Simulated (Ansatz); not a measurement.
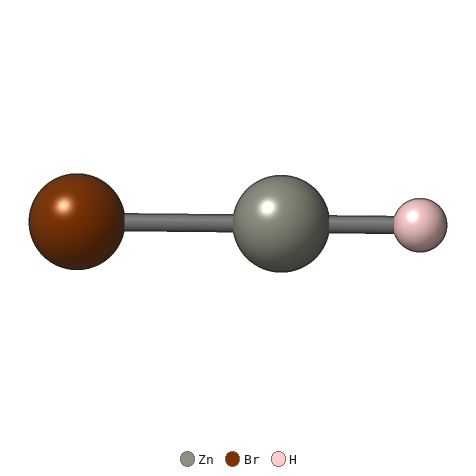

Ball-and-stick drawing of a structure.

The computed structure is the end point of a PBE0-D4/def2-TZVP optimisation. No frequency run is at hand to confirm it as a minimum.

What does the picture show?

Formula BrHZn. SMILES: `[ZnH][Br]`. The point group is C∞v. All atoms lie on one line. Coordination: 1 Zn linear.

More results for the same structure follow; atom numbers are the same in all pictures, views and colours differ.

**Dipole moment**

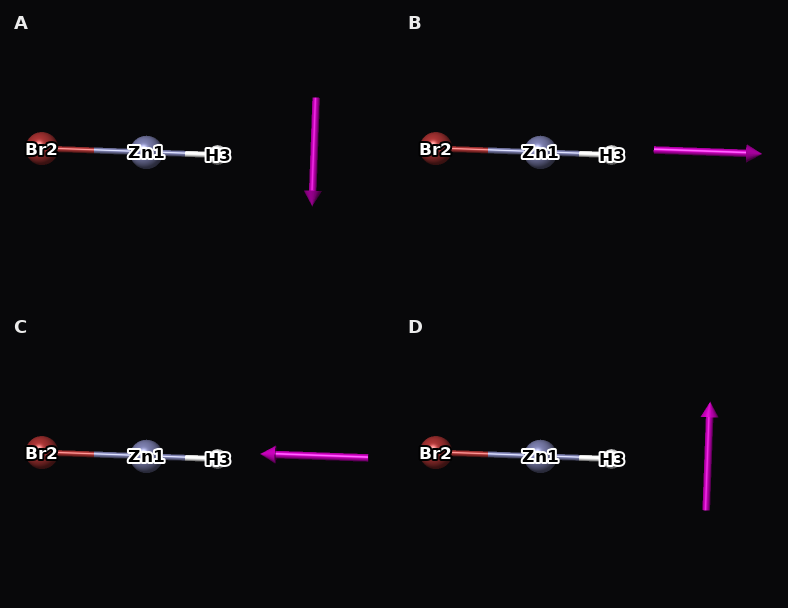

The same molecule four times, each with an arrow. No frequency run is at hand to confirm it as a minimum. Method: RKS ωB97M-V/def2-TZVPP (Ansatz 0.2.0).

Which arrow points along the dipole moment, from the negative to the positive end?

B. The dipole moment is 1.62 D; it points from the side of Br2 to the side of H3 (the outermost atoms at the two ends).

**Levels of theory compared**

No frequency run is at hand to confirm it as a minimum. Program: Ansatz 0.2.0.

Compare HOMO–LUMO gap (eV) at these levels: B3LYP-D4/def2-TZVPP; B97M-V/def2-TZVPP; BLYP-D4/def2-TZVPP; CAM-B3LYP-D4/def2-TZVPP; PBE-D4/def2-TZVPP; PBE0-D4/def2-QZVPP; r2SCAN-D4/def2-TZVPP; r2SCANh-D4/def2-TZVPP; ωB97M-V/def2-TZVPP; ωB97X-V/def2-TZVPP.

```
                  level  HOMO–LUMO gap (eV)
    B3LYP-D4/def2-TZVPP                7.14
      B97M-V/def2-TZVPP                6.15
     BLYP-D4/def2-TZVPP                5.52
CAM-B3LYP-D4/def2-TZVPP                9.75
      PBE-D4/def2-TZVPP                5.69
     PBE0-D4/def2-QZVPP                7.64
   r2SCAN-D4/def2-TZVPP                6.38
  r2SCANh-D4/def2-TZVPP                7.10
     ωB97M-V/def2-TZVPP               11.29
     ωB97X-V/def2-TZVPP               11.75
```

**Charges**

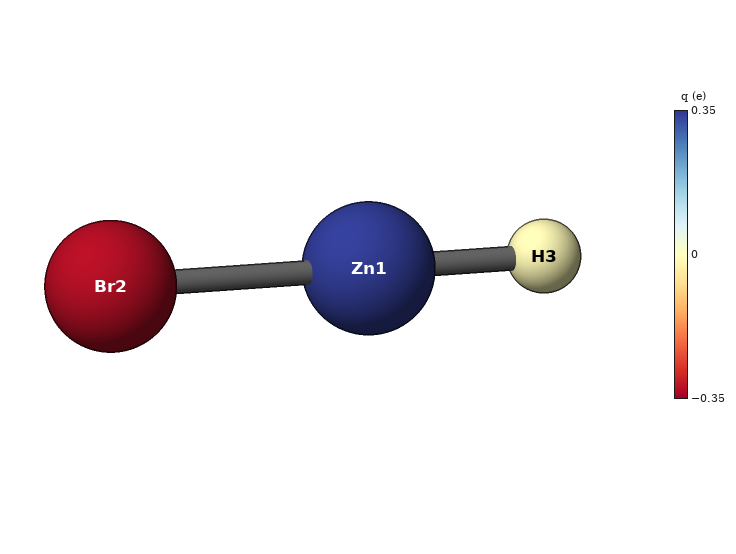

Atoms are coloured by their Mulliken charges. No frequency run is at hand to confirm it as a minimum. Method: RKS PBE0-D4/def2-TZVP (Ansatz 0.2.0).

Give the Mulliken charges atom by atom.

```tsv
atom	value (e)
Zn1	0.34
Br2	−0.32
H3	−0.01
```

Mulliken values depend strongly on the basis set and can even reverse the polarity of a bond.
